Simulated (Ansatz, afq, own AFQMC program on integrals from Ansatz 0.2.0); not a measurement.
# BSiH₄ (doublet): AFQMC on the coupled-cluster ladder at twist about Si1–B2 = 16.8°, 6-31G

Aim: compute BSiH₄ (doublet) with auxiliary-field quantum Monte Carlo on the same integrals as coupled cluster, and set the energies side by side.

Program: Ansatz 0.2.0, Gaussian basis, and an in-house AFQMC program (afq) on its integrals; all values are calculated. Level of theory: 6-31G, frozen cores. These are calculated values, not measurements.

To be run: PBE (unrestricted); r2SCAN (unrestricted); PBE0 (unrestricted); B3LYP (unrestricted); wB97M-V (unrestricted); B2PLYP (unrestricted); CCSD(T) on UHF; CCSDT(Q) on UHF; Phaseless AFQMC, CISD trial on UHF; Phaseless AFQMC, single-determinant trial on UHF; Free-projection AFQMC, CISD trial on UHF; Free-projection AFQMC, CISD trial on UHF; Free-projection AFQMC, first-order trial on UHF.

2 further runs of the same task are left out: 2 that didn't finish.

**1. The geometry**

The geometry derives from a PBE0/def2-TZVP stationary point (not a proven minimum). One half is turned about the bond named; the halves are rigid.

6 atoms, charge 0, spin multiplicity 2.

Atoms are counted from 1 here; the program's logs count them from 0.

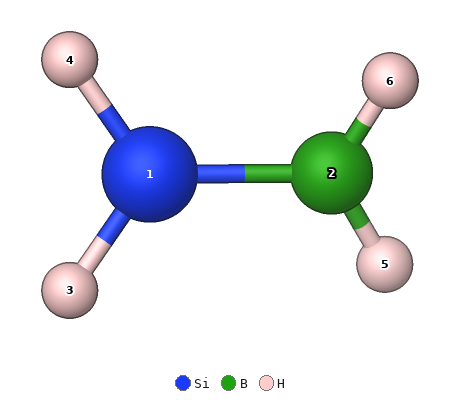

The geometry (silicon blue, boron green, hydrogen pink); atoms are numbered from 1 in the order of the file.

**2. PBE (unrestricted)**

Contents of in.yaml:

```yaml
crystal:
  periodic: [false, false, false]
  atoms:
    - {symbol: Si, position_ang: [0.000000, 0.000000, 0.562441]}
    - {symbol: B, position_ang: [0.000000, 0.000000, -1.359948]}
    - {symbol: H, position_ang: [0.000000, 1.218724, 1.409347]}
    - {symbol: H, position_ang: [0.000000, -1.218724, 1.409347]}
    - {symbol: H, position_ang: [0.299736, 0.992775, -1.952056]}
    - {symbol: H, position_ang: [-0.299736, -0.992775, -1.952056]}
basis:
  gaussian: {orbitals: 6-31G}
magnetization: {spin_polarized: true, initial_magnetization: 1}
hamiltonian: {xc: {name: PBE}}
output: {orbitals: {seedname: orbitals}}
```

On the command line:

```console
> ansatz run in.yaml --threads 1 --pin off --events-out ev --progress --plain --max-ram 1382MiB
```

What it wrote:

```text
Functional definition: PBE
  name "PBE"
  cite "Perdew, Burke & Ernzerhof, Phys. Rev. Lett. 77, 3865 (1996) doi:10.1103/PhysRevLett.77.3865"
  parent pbe
  parameter kappa = 0.804
  parameter beta = 0.06672455060314922
  exchange = pbe_x(kappa = kappa, mu = beta*pi^2/3)
  correlation = pbe_c(beta = beta)
394 factors; integrals over basis functions are off by at most 2.4e-4 eV
mean field evaluation 1: about -8607.7078 eV, gradient 1.7e1 eV
mean field evaluation 2: about -8604.9085 eV, gradient 2.3e1 eV
mean field evaluation 4: about -8610.1049 eV, gradient 9.9e-1 eV
mean field evaluation 8: about -8610.1016 eV, gradient 5.5e-3 eV
mean field -8610.10160395 eV, -316.4153978087 hartree, gradient 5.2e-5 eV, S^2 0.752104; 0 other end points of the search recorded, 0 dependent functions left out
reference -8610.10163655 eV, -316.4153990066 hartree; 12, 11 occupied and 18, 19 virtual orbitals, 394 factors
Total energy: -8610.10163655 eV, -316.4153990066 hartree
```

Wall time 3.2 s (1 thread of AMD EPYC (Zen 3), shared host).

From the report: ⟨S²⟩ of the determinant 0.752 (pure doublet: 0.75).

**3. r2SCAN (unrestricted)**

in.yaml, as its differences from that of step 2:

```diff
@@ -12,3 +12,2 @@
 magnetization: {spin_polarized: true, initial_magnetization: 1}
-hamiltonian: {xc: {name: PBE}}
-output: {orbitals: {seedname: orbitals}}
+hamiltonian: {xc: {name: r2SCAN}}
```

Same command.

What it wrote:

```text
Functional definition: r2SCAN
  name "r2SCAN"
  cite "Furness, Kaplan, Ning, Perdew & Sun, J. Phys. Chem. Lett. 11, 8208 (2020) doi:10.1021/acs.jpclett.0c02405"
  cite "Furness, Kaplan, Ning, Perdew & Sun, J. Phys. Chem. Lett. 11, 9248 (2020) doi:10.1021/acs.jpclett.0c03077"
  parent r2scan
  parameter k0 = 0.174
  parameter k1 = 0.065
  parameter a1 = 4.9479
  exchange = r2scan_x(k0 = k0, k1 = k1, a1 = a1)
  correlation = r2scan_c
394 factors; integrals over basis functions are off by at most 2.4e-4 eV
mean field evaluation 1: about -8612.5348 eV, gradient 1.4e1 eV
mean field evaluation 2: about -8611.7013 eV, gradient 1.7e1 eV
mean field evaluation 4: about -8614.2830 eV, gradient 4.5e-1 eV
mean field evaluation 8: about -8614.2732 eV, gradient 1.3e-2 eV
mean field evaluation 16: about -8614.2732 eV, gradient 1.5e-5 eV
mean field -8614.27318177 eV, -316.5687004661 hartree, gradient 1.5e-5 eV, S^2 0.754389; 0 other end points of the search recorded, 0 dependent functions left out
reference -8614.27319211 eV, -316.5687008460 hartree; 12, 11 occupied and 18, 19 virtual orbitals, 394 factors
Total energy: -8614.27319211 eV, -316.5687008460 hartree
```

Wall time 4.2 s (1 thread of AMD EPYC (Zen 3), shared host).

From the report: ⟨S²⟩ of the determinant 0.754 (pure doublet: 0.75).

**4. PBE0 (unrestricted)**

in.yaml, as its differences from that of step 3:

```diff
@@ -12,2 +12,3 @@
 magnetization: {spin_polarized: true, initial_magnetization: 1}
-hamiltonian: {xc: {name: r2SCAN}}
+hamiltonian: {xc: {name: PBE0}}
+output: {orbitals: {seedname: orbitals}}
```

The command is unchanged.

What it wrote:

```text
Functional definition: PBE0
  name "PBE0"
  cite "Adamo & Barone, J. Chem. Phys. 110, 6158 (1999) doi:10.1063/1.478522"
  cite "Perdew, Burke & Ernzerhof, Phys. Rev. Lett. 77, 3865 (1996) doi:10.1103/PhysRevLett.77.3865"
  parent pbe
  parameter a = 0.25
  parameter kappa = 0.804
  parameter beta = 0.06672455060314922
  exchange = (1 - a)*pbe_x(kappa = kappa, mu = beta*pi^2/3) + a*exact_x
  correlation = pbe_c(beta = beta)
394 factors; integrals over basis functions are off by at most 2.4e-4 eV
mean field evaluation 1: about -8609.8593 eV, gradient 1.2e1 eV
mean field evaluation 2: about -8609.9291 eV, gradient 1.2e1 eV
mean field evaluation 4: about -8611.0281 eV, gradient 4.6e-1 eV
mean field evaluation 8: about -8611.1195 eV, gradient 9.2e-2 eV
mean field evaluation 16: about -8611.1197 eV, gradient 3.6e-5 eV
mean field -8611.11972261 eV, -316.4528129792 hartree, gradient 3.6e-5 eV, S^2 0.752817; 0 other end points of the search recorded, 0 dependent functions left out
reference -8611.11974708 eV, -316.4528138788 hartree; 12, 11 occupied and 18, 19 virtual orbitals, 394 factors
Total energy: -8611.11974708 eV, -316.4528138788 hartree
```

Wall time 2.7 s (1 thread of AMD EPYC (Zen 3), shared host).

From the report: ⟨S²⟩ of the determinant 0.753 (pure doublet: 0.75).

**5. B3LYP (unrestricted)**

in.yaml, as its differences from that of step 4:

```diff
@@ -12,3 +12,2 @@
 magnetization: {spin_polarized: true, initial_magnetization: 1}
-hamiltonian: {xc: {name: PBE0}}
-output: {orbitals: {seedname: orbitals}}
+hamiltonian: {xc: {name: B3LYP}}
```

Same command.

What it wrote:

```text
Functional definition: B3LYP
  name "B3LYP"
  cite "Stephens, Devlin, Chabalowski & Frisch, J. Phys. Chem. 98, 11623 (1994) doi:10.1021/j100096a001"
  cite "Becke, Phys. Rev. A 38, 3098 (1988) doi:10.1103/PhysRevA.38.3098"
  cite "Lee, Yang & Parr, Phys. Rev. B 37, 785 (1988) doi:10.1103/PhysRevB.37.785"
  cite "Vosko, Wilk & Nusair, Can. J. Phys. 58, 1200 (1980) doi:10.1139/p80-159"
  parameter a0 = 0.2
  parameter ax = 0.72
  parameter ac = 0.81
  exchange = (1 - a0 - ax)*slater_x + ax*b88_x + a0*exact_x
  correlation = (1 - ac)*vwn_rpa_c + ac*lyp_c
394 factors; integrals over basis functions are off by at most 2.4e-4 eV
mean field evaluation 1: about -8614.7557 eV, gradient 1.4e1 eV
mean field evaluation 2: about -8614.6426 eV, gradient 1.4e1 eV
mean field evaluation 4: about -8616.3024 eV, gradient 6.4e-1 eV
mean field evaluation 8: about -8616.3789 eV, gradient 9.0e-2 eV
mean field evaluation 16: about -8616.3791 eV, gradient 3.4e-6 eV
mean field -8616.37905731 eV, -316.6460899645 hartree, gradient 3.8e-6 eV, S^2 0.751832; 0 other end points of the search recorded, 0 dependent functions left out
reference -8616.37927006 eV, -316.6460977831 hartree; 12, 11 occupied and 18, 19 virtual orbitals, 394 factors
Total energy: -8616.37927006 eV, -316.6460977831 hartree
```

It took 2.5 s on 1 thread of AMD EPYC (Zen 3), shared host.

From the report: ⟨S²⟩ of the determinant 0.752 (pure doublet: 0.75).

**6. wB97M-V (unrestricted)**

in.yaml, as its differences from that of step 5:

```diff
@@ -12,2 +12,3 @@
 magnetization: {spin_polarized: true, initial_magnetization: 1}
-hamiltonian: {xc: {name: B3LYP}}
+hamiltonian: {xc: {name: wB97M-V}}
+output: {orbitals: {seedname: orbitals}}
```

Launched as before.

What it wrote:

```text
Functional definition: wB97M-V
  name "wB97M-V"
  cite "Mardirossian & Head-Gordon, J. Chem. Phys. 144, 214110 (2016) doi:10.1063/1.4952647"
  cite "Becke, J. Chem. Phys. 107, 8554 (1997) doi:10.1063/1.475007"
  cite "Vydrov & Van Voorhis, J. Chem. Phys. 133, 244103 (2010) doi:10.1063/1.3521275"
  # Of w^i u^j: cxij and so on, Table III.
  parameter omega = 0.3/bohr
  parameter cx = 0.15
  parameter cx01 = 1.007
  parameter cx10 = 0.259
  parameter css00 = 0.443
  parameter css04 = -1.437
  parameter css10 = -4.535
  parameter css20 = -3.390
  parameter css43 = 4.278
  parameter cos00 = 1.000
  parameter cos10 = 1.358
  parameter cos20 = 2.924
  parameter cos21 = -8.812
  parameter cos60 = -1.390
  parameter cos61 = 9.142
  parameter b = 6.0
  parameter c = 0.01
  gx(w, u) = 1 - cx + cx01*u + cx10*w
  gss(w, u) = css00 + css04*u^4 + css10*w + css20*w^2 + css43*w^4*u^3
  gos(w, u) = cos00 + cos10*w + (cos20 + cos21*u)*w^2 + (cos60 + cos61*u)*w^6
  exchange = spin_sum(e_x_unif_sr(omega)*gx(b97_w, b97_u_x)) + cx*exact_x_sr(omega) + exact_x_lr(omega)
  correlation = spin_sum(e_c_pw_mod_same_spin*gss(b97_w, b97_u_same))
      + integral(e_c_pw_mod_opposite_spin*gos(b97_w_opposite, b97_u_opposite)) + vv10(b, c)
394 factors; integrals over basis functions are off by at most 2.4e-4 eV
155 factors; integrals over basis functions are off by at most 4.7e-6 eV
mean field evaluation 1: about -8613.5589 eV, gradient 7.4e0 eV
mean field evaluation 2: about -8613.9474 eV, gradient 3.7e0 eV
mean field evaluation 4: about -8614.0516 eV, gradient 6.4e-1 eV
mean field evaluation 8: about -8614.1111 eV, gradient 1.2e-1 eV
mean field evaluation 16: about -8614.1118 eV, gradient 7.2e-5 eV
mean field -8614.11177655 eV, -316.5627689335 hartree, gradient 7.2e-5 eV, S^2 0.751278; 0 other end points of the search recorded, 0 dependent functions left out
reference -8614.11181139 eV, -316.5627702138 hartree; 12, 11 occupied and 18, 19 virtual orbitals, 394 factors
Total energy: -8614.11181139 eV, -316.5627702138 hartree
```

It took 10 s on 1 thread of AMD EPYC (Zen 3), shared host.

From the report: ⟨S²⟩ of the determinant 0.751 (pure doublet: 0.75).

**7. B2PLYP (unrestricted)**

in.yaml, as its differences from that of step 6:

```diff
@@ -12,3 +12,3 @@
 magnetization: {spin_polarized: true, initial_magnetization: 1}
-hamiltonian: {xc: {name: wB97M-V}}
-output: {orbitals: {seedname: orbitals}}
+hamiltonian: {xc: {name: B2PLYP}}
+correlation: {electrons: outside_noble_gas}
```

Same command.

What it wrote:

```text
Functional definition: B2PLYP
  name "B2PLYP"
  cite "Grimme, J. Chem. Phys. 124, 034108 (2006) doi:10.1063/1.2148954"
  cite "Becke, Phys. Rev. A 38, 3098 (1988) doi:10.1103/PhysRevA.38.3098"
  cite "Lee, Yang & Parr, Phys. Rev. B 37, 785 (1988) doi:10.1103/PhysRevB.37.785"
  parameter a = 0.53
  parameter c = 0.27
  exchange = (1 - a)*b88_x + a*exact_x
  correlation = (1 - c)*lyp_c + c*(mp2_os + mp2_ss)
394 factors; integrals over basis functions are off by at most 2.4e-4 eV
mean field evaluation 1: about -8608.4848 eV, gradient 8.6e0 eV
mean field evaluation 2: about -8608.4775 eV, gradient 8.6e0 eV
mean field evaluation 4: about -8609.1755 eV, gradient 6.8e-1 eV
mean field evaluation 8: about -8609.1955 eV, gradient 1.7e-2 eV
mean field evaluation 16: about -8609.1955 eV, gradient 2.0e-6 eV
mean field -8609.19546882 eV, -316.3820979569 hartree, gradient 2.0e-6 eV, S^2 0.753557; 0 other end points of the search recorded, 0 dependent functions left out
6 core orbitals not correlated: weight in the atoms' cores, before any rotation towards them, 1.000 or more for the frozen orbitals, at most 0.000 for the correlated occupied ones
reference -8609.19560428 eV, -316.3821029349 hartree; 6, 5 occupied and 18, 19 virtual orbitals, 394 factors
second order -3.43019672 eV of doubles, -0.00000000 eV of singles
Total energy: -8610.12175739 eV, -316.4161384340 hartree
```

Wall time 3.3 s (1 thread of AMD EPYC (Zen 3), shared host).

From the report: ⟨S²⟩ of the determinant 0.754 (pure doublet: 0.75).

**8. CCSD(T) on UHF**

in.yaml, as its differences from that of step 7:

```diff
@@ -12,3 +12,2 @@
 magnetization: {spin_polarized: true, initial_magnetization: 1}
-hamiltonian: {xc: {name: B2PLYP}}
-correlation: {electrons: outside_noble_gas}
+correlation: {method: ccsd_t, electrons: outside_noble_gas, hamiltonian_folder: ham}
```

Launched as before.

What it wrote:

```text
Functional definition: HF
  name "HF"
  cite "Fock, Z. Phys. 61, 126 (1930) doi:10.1007/BF01340294"
  parent pbe
  exchange = exact_x
  correlation = 0
394 factors; integrals over basis functions are off by at most 2.4e-4 eV
mean field evaluation 1: about -8592.8421 eV, gradient 8.0e0 eV
mean field evaluation 2: about -8592.8404 eV, gradient 8.0e0 eV
mean field evaluation 4: about -8593.6203 eV, gradient 9.4e-1 eV
mean field evaluation 8: about -8593.6650 eV, gradient 1.7e-4 eV
mean field evaluation 16: about -8593.6226 eV, gradient 9.4e-1 eV
mean field evaluation 32: about -8590.2390 eV, gradient 6.7e0 eV
mean field -8593.66493688 eV, -315.8113614352 hartree, gradient 1.2e-6 eV, S^2 0.759889; 1 other end points of the search recorded, 0 dependent functions left out
6 core orbitals not correlated: weight in the atoms' cores, before any rotation towards them, 1.000 or more for the frozen orbitals, at most 0.000 for the correlated occupied ones
reference -8593.66493688 eV, -315.8113614352 hartree; 6, 5 occupied and 18, 19 virtual orbitals, 394 factors
second order -2.66702343 eV of doubles, -0.00000000 eV of singles
cycle   1  -3.22387762 eV  change   -5.6e-1 eV  update   6.4e-2
cycle   2  -3.47791172 eV  change   -2.5e-1 eV  update   2.7e-2
cycle   3  -3.49685222 eV  change   -1.9e-2 eV  update   9.9e-3
cycle   4  -3.49562057 eV  change    1.2e-3 eV  update   4.1e-3
cycle   5  -3.49507701 eV  change    5.4e-4 eV  update   1.6e-3
cycle   6  -3.49491379 eV  change    1.6e-4 eV  update   5.0e-4
cycle   7  -3.49485930 eV  change    5.4e-5 eV  update   2.1e-4
cycle   8  -3.49486870 eV  change   -9.4e-6 eV  update   7.7e-5
cycle   9  -3.49484532 eV  change    2.3e-5 eV  update   2.6e-5
cycle  10  -3.49484772 eV  change   -2.4e-6 eV  update   1.2e-5
perturbative correction -0.06747624 eV, -0.0024797059 hartree
Total energy: -8597.22726084 eV, -315.9422744259 hartree
```

Run time: 2.8 s. Hardware: 1 thread of AMD EPYC (Zen 3), shared host.

From the report: ⟨S²⟩ of the determinant 0.760 (pure doublet: 0.75); correlation -3.5623 eV; T1 0.017; largest double amplitude 0.03.

This run also writes the integrals to the folder ham.

**9. CCSDT(Q) on UHF**

in.yaml, as its differences from that of step 8:

```diff
@@ -12,2 +12,2 @@
 magnetization: {spin_polarized: true, initial_magnetization: 1}
-correlation: {method: ccsd_t, electrons: outside_noble_gas, hamiltonian_folder: ham}
+correlation: {method: ccsdt_q, electrons: outside_noble_gas}
```

Same command.

What it wrote:

```text
Functional definition: HF
  name "HF"
  cite "Fock, Z. Phys. 61, 126 (1930) doi:10.1007/BF01340294"
  parent pbe
  exchange = exact_x
  correlation = 0
678 factors; integrals over basis functions are off by at most 1.3e-7 eV
mean field evaluation 1: about -8592.8420 eV, gradient 8.0e0 eV
mean field evaluation 2: about -8592.8404 eV, gradient 8.0e0 eV
mean field evaluation 4: about -8593.6204 eV, gradient 9.4e-1 eV
mean field evaluation 8: about -8593.6651 eV, gradient 1.7e-4 eV
mean field evaluation 16: about -8593.6226 eV, gradient 9.4e-1 eV
mean field evaluation 32: about -8590.2391 eV, gradient 6.7e0 eV
mean field -8593.66502660 eV, -315.8113647321 hartree, gradient 1.3e-6 eV, S^2 0.759888; 1 other end points of the search recorded, 0 dependent functions left out
6 core orbitals not correlated: weight in the atoms' cores, before any rotation towards them, 1.000 or more for the frozen orbitals, at most 0.000 for the correlated occupied ones
reference -8593.66502660 eV, -315.8113647321 hartree; 6, 5 occupied and 18, 19 virtual orbitals, 678 factors
second order -2.66705792 eV of doubles, -0.00000000 eV of singles
cycle   1  -3.22388930 eV  change   -5.6e-1 eV  update   6.7e-2
cycle   2  -3.54363103 eV  change   -3.2e-1 eV  update   3.0e-2
cycle   3  -3.57983309 eV  change   -3.6e-2 eV  update   1.2e-2
cycle   4  -3.58387120 eV  change   -4.0e-3 eV  update   6.5e-3
cycle   5  -3.58239004 eV  change    1.5e-3 eV  update   2.5e-3
cycle   6  -3.58175325 eV  change    6.4e-4 eV  update   1.1e-3
cycle   7  -3.58187291 eV  change   -1.2e-4 eV  update   4.2e-4
cycle   8  -3.58194282 eV  change   -7.0e-5 eV  update   1.9e-4
cycle   9  -3.58189964 eV  change    4.3e-5 eV  update   9.9e-5
cycle  10  -3.58187246 eV  change    2.7e-5 eV  update   4.6e-5
cycle  11  -3.58188610 eV  change   -1.4e-5 eV  update   2.3e-5
cycle  12  -3.58189590 eV  change   -9.8e-6 eV  update   1.1e-5
cycle  13  -3.58190289 eV  change   -7.0e-6 eV  update   4.5e-6
cycle  14  -3.58190305 eV  change   -1.6e-7 eV  update   1.9e-6
cycle  15  -3.58190157 eV  change    1.5e-6 eV  update   8.2e-7
cycle  16  -3.58190091 eV  change    6.6e-7 eV  update   3.4e-7
perturbative correction -0.00191206 eV, -0.0000702668 hartree
Total energy: -8597.24883956 eV, -315.9430674294 hartree
```

Wall time 19 s (1 thread of AMD EPYC (Zen 3), shared host).

From the report: ⟨S²⟩ of the determinant 0.760 (pure doublet: 0.75); correlation -3.5838 eV; T1 0.017; largest double amplitude 0.04.

**10. Phaseless AFQMC, CISD trial on UHF**

It reads the integrals that the CCSD(T) run on this determinant wrote.

On the command line:

```console
> afq ham --method phaseless --trial cisd --walkers 80 --populations 1 --least-time 40 --time-step 0.005 --steps-per-block 50 --equilibration-blocks 28 --max-blocks 300 --target-error 0.0004 --factor-cut 1e-05 --start spin_pure --seed 3646 --release-times 0.24,0.51,0.99,1.62,2.4 --release-step 0.03 --release-every 4 --taylor-order 6
```

What it wrote:

```text
orbitals 24  electrons 6 5  factors 172 of 394
reference energy -315.81136144 Eh
CCSD correlation -0.12843326 Eh in 12 cycles, weight of the determinant in the CISD state 0.9119
energy of the start -315.939649 Eh
 block  time / (1/Eh)  mean weight  energy / Eh
     1     0.250  0.9992  -315.938361
     2     0.500  1.0017  -315.938666
     3     0.750  0.9998  -315.939488
     4     1.000  1.0015  -315.940406
     5     1.250  1.0003  -315.942297
     6     1.500  0.9998  -315.943535
     7     1.750  0.9995  -315.944042
     8     2.000  0.9995  -315.942967
     9     2.250  1.0005  -315.943419
    10     2.500  1.0013  -315.941944
    13     3.250  1.0005  -315.941574
    17     4.250  1.0000  -315.941969
    21     5.250  0.9984  -315.941041
    25     6.250  1.0004  -315.942579
    29     7.250  1.0006  -315.943053
    33     8.250  0.9999  -315.943210
    37     9.250  1.0002  -315.941933
    41    10.250  1.0003  -315.941729
    45    11.250  0.9999  -315.943038
    49    12.250  1.0010  -315.940873
    53    13.250  1.0002  -315.942378
    57    14.250  1.0014  -315.943445
    61    15.250  0.9992  -315.943331
    65    16.250  1.0016  -315.944138
    69    17.250  0.9999  -315.941886
    73    18.250  0.9988  -315.943060
    77    19.250  1.0000  -315.945332
    81    20.250  0.9991  -315.944637
    85    21.250  0.9995  -315.942535
    89    22.250  0.9994  -315.943724
    93    23.250  0.9998  -315.943522
    97    24.250  1.0003  -315.942611
   101    25.250  0.9989  -315.941805
   105    26.250  0.9990  -315.941791
   109    27.250  0.9991  -315.943007
   113    28.250  1.0005  -315.942807
   117    29.250  1.0005  -315.944846
   121    30.250  0.9994  -315.946018
   125    31.250  1.0009  -315.942324
   129    32.250  0.9999  -315.941149
   133    33.250  1.0001  -315.941524
   137    34.250  0.9991  -315.940798
   141    35.250  1.0009  -315.940016
   145    36.250  1.0014  -315.941880
   149    37.250  0.9986  -315.941886
   153    38.250  1.0008  -315.944473
   157    39.250  0.9989  -315.942172
   161    40.250  0.9994  -315.942306
   165    41.250  0.9998  -315.942345
   169    42.250  0.9999  -315.945620
   173    43.250  0.9986  -315.946084
   177    44.250  1.0001  -315.942676
   181    45.250  0.9990  -315.944552
   185    46.250  1.0003  -315.941559
blocks merged  error / Eh  count
     1  0.000111  160
     2  0.000139  80
     4  0.000179  40
     8  0.000211  20
    16  0.000186  10
released: time / (1/Eh)  energy / Eh  error  mean overlap
  0.24  -315.942702  0.000181  1.0067
  0.51  -315.942883  0.000185  1.0038
  0.99  -315.943146  0.000182  1.0026
  1.62  -315.943270  0.000181  1.0040
  2.40  -315.943530  0.000245  0.9883
energy -315.942954 +/- 0.000211 Eh
```

It took 5.8 min on 1 thread of AMD EPYC (Zen 3), shared host.

Energy -8597.2457 ± 0.0057 eV. Caveats: constraint bias not in the error.

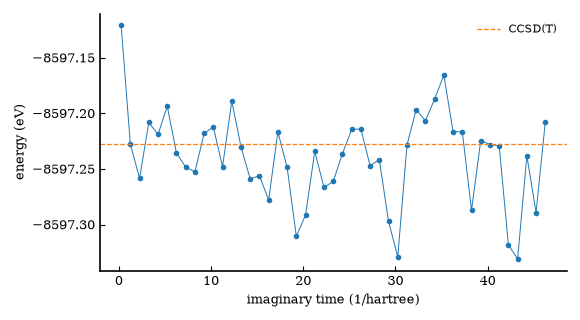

Block energies along the walk.

(Part 1 of 2 ends here.)
